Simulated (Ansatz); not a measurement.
# CH6AlFSi (SMILES C[SiH2][AlH][F]): PBE0/6-31G(d) (spherical functions)

Aim: the vertical ionisation energy of CH6AlFSi at PBE0/6-31G* (spherical functions), from 2 runs. 

Program for the calculation: Ansatz 0.2.0.

128 further runs of the same task are left out: 128 set aside as unsound or not needed.

### 1 The structure to begin with

The species is CH6AlFSi (10 atoms), meant as a singlet with charge 0. SMILES: `C[SiH2][AlH][F]`. Geometry: relaxed at PBE0-D4/def2-TZVP. This is one conformer, not always the lowest.

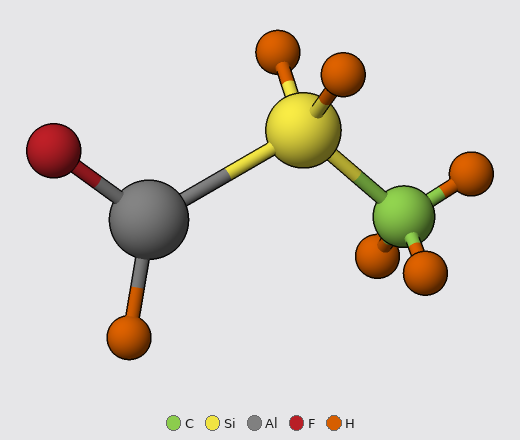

The structure, seen from a chosen angle (carbon green, silicon yellow, aluminium grey, fluorine red, hydrogen orange).

### 2 A single-point energy at PBE0/6-31G(d) (spherical functions)

molecule.yaml

```yaml
crystal:
  periodic: [false, false, false]
  atoms:
    - {symbol: C, position_ang: [0.209300, 1.522100, -0.549700]}
    - {symbol: Si, position_ang: [-0.487300, 0.185700, 0.578100]}
    - {symbol: Al, position_ang: [0.320500, -2.061900, 0.018500]}
    - {symbol: F, position_ang: [-0.271300, -3.324400, 0.910100]}
    - {symbol: H, position_ang: [-0.171000, 2.504900, -0.262800]}
    - {symbol: H, position_ang: [-0.069900, 1.340800, -1.589900]}
    - {symbol: H, position_ang: [1.299800, 1.551100, -0.495300]}
    - {symbol: H, position_ang: [-1.978700, 0.198000, 0.509600]}
    - {symbol: H, position_ang: [-0.129200, 0.490400, 1.995500]}
    - {symbol: H, position_ang: [1.361100, -2.457900, -1.111000]}
basis:
  gaussian:
    orbitals: 6-31G_st_-spherical.json
hamiltonian:
  xc: pbe0
accuracy: high
output:
  orbitals: {seedname: orbitals}
```

The basis set 6-31G* is read from a file made from the Basis Set Exchange's data (not shown).

Launch:

```console
ansatz run molecule.yaml --threads 1 --pin off --max-ram 3480MiB --events-out events.jsonl --progress --plain --runs-dir runs
```

The program printed:

```text
Warning: RAYON_NUM_THREADS=1 ignored (pool sized by the plan → 1); use --threads N
Functional definition: PBE0
  name "PBE0"
  parameter a = 0.25
  parameter kappa = 0.804
  parameter beta = 0.06672455060314922
  exchange = (1 - a)*pbe_x(kappa = kappa, mu = beta*pi^2/3) + a*exact_x
  correlation = pbe_c(beta = beta)
1733 factors; integrals over basis functions are off by at most 7.2e-9 eV
mean field evaluation 1: about -18311.5596 eV, gradient 4.9e1 eV
mean field evaluation 2: about -18307.1101 eV, gradient 7.0e1 eV
mean field evaluation 4: about -18316.3829 eV, gradient 2.4e0 eV
mean field evaluation 8: about -18316.5906 eV, gradient 1.5e-1 eV
mean field evaluation 16: about -18316.5906 eV, gradient 6.1e-6 eV
mean field -18316.59063281 eV, -673.1222903249 hartree, gradient 3.3e-8 eV, S^2 0.000000; 0 other end points of the search recorded, 0 dependent functions left out
reference -18316.59063626 eV, -673.1222904516 hartree; 24, 24 occupied and 52, 52 virtual orbitals, 1733 factors
Total energy: -18316.59063626 eV, -673.1222904516 hartree
```

Wall time 8.4 s (1 thread of Arm Neoverse V1, shared host); peak memory 0.25 GiB.

### 3 The doublet cation

in.yaml

```yaml
crystal:
  periodic: [false, false, false]
  atoms:
    - {symbol: C, position_ang: [0.209300, 1.522100, -0.549700]}
    - {symbol: Si, position_ang: [-0.487300, 0.185700, 0.578100]}
    - {symbol: Al, position_ang: [0.320500, -2.061900, 0.018500]}
    - {symbol: F, position_ang: [-0.271300, -3.324400, 0.910100]}
    - {symbol: H, position_ang: [-0.171000, 2.504900, -0.262800]}
    - {symbol: H, position_ang: [-0.069900, 1.340800, -1.589900]}
    - {symbol: H, position_ang: [1.299800, 1.551100, -0.495300]}
    - {symbol: H, position_ang: [-1.978700, 0.198000, 0.509600]}
    - {symbol: H, position_ang: [-0.129200, 0.490400, 1.995500]}
    - {symbol: H, position_ang: [1.361100, -2.457900, -1.111000]}
basis:
  gaussian: {orbitals: 6-31G_st_-spherical.json}
output: {orbitals: {seedname: orbitals}}
hamiltonian: {xc: pbe0}
accuracy: high
magnetization: {spin_polarized: true, initial_magnetization: 1}
total_charge: 1
```

The basis set 6-31G* is read from a file made from the Basis Set Exchange's data (not shown).

Launch:

```console
ansatz run in.yaml --threads 1 --pin off --max-ram 3480MiB --events-out events.jsonl --progress --plain --runs-dir runs
```

The program printed:

```text
Warning: RAYON_NUM_THREADS=1 ignored (pool sized by the plan → 1); use --threads N
Functional definition: PBE0
  name "PBE0"
  parameter a = 0.25
  parameter kappa = 0.804
  parameter beta = 0.06672455060314922
  exchange = (1 - a)*pbe_x(kappa = kappa, mu = beta*pi^2/3) + a*exact_x
  correlation = pbe_c(beta = beta)
1733 factors; integrals over basis functions are off by at most 7.2e-9 eV
mean field evaluation 1: about -18294.9964 eV, gradient 5.5e1 eV
mean field evaluation 2: about -18231.5095 eV, gradient 1.3e2 eV
mean field evaluation 4: about -18306.4533 eV, gradient 9.1e0 eV
mean field evaluation 8: about -18307.0892 eV, gradient 5.4e-1 eV
mean field evaluation 16: about -18307.0917 eV, gradient 2.1e-3 eV
mean field evaluation 32: about -18307.0917 eV, gradient 5.1e-8 eV
mean field -18307.09169879 eV, -672.7732109380 hartree, gradient 5.1e-8 eV, S^2 0.758002; 0 other end points of the search recorded, 0 dependent functions left out
reference -18307.09170232 eV, -672.7732110678 hartree; 24, 23 occupied and 52, 53 virtual orbitals, 1733 factors
Total energy: -18307.09170232 eV, -672.7732110678 hartree
```

Wall time 17 s (1 thread of Arm Neoverse V1, shared host); peak memory 0.38 GiB.

### 4 What came out

Level: PBE0/6-31G* (spherical functions).

```
                                          quantity          value
                    singlet CH6AlFSi: total energy  -673.12229 Eh
                     singlet CH6AlFSi: HOMO energy       -7.41 eV
                     singlet CH6AlFSi: LUMO energy       -1.42 eV
                   singlet CH6AlFSi: HOMO–LUMO gap        5.99 eV
                      doublet cation: total energy  -672.77321 Eh
doublet cation: HOMO energy (highest over α and β)      -14.51 eV
 doublet cation: LUMO energy (lowest over α and β)      -11.54 eV
                              doublet cation: ⟨S²⟩          0.758
vertical ionisation energy (to the doublet cation)       9.499 eV
```

What this shows: The vertical ionisation energy comes to 9.50 eV (917 kJ/mol). −ε(HOMO) before ionisation, 7.41 eV, is 2.09 eV below this ionisation energy.
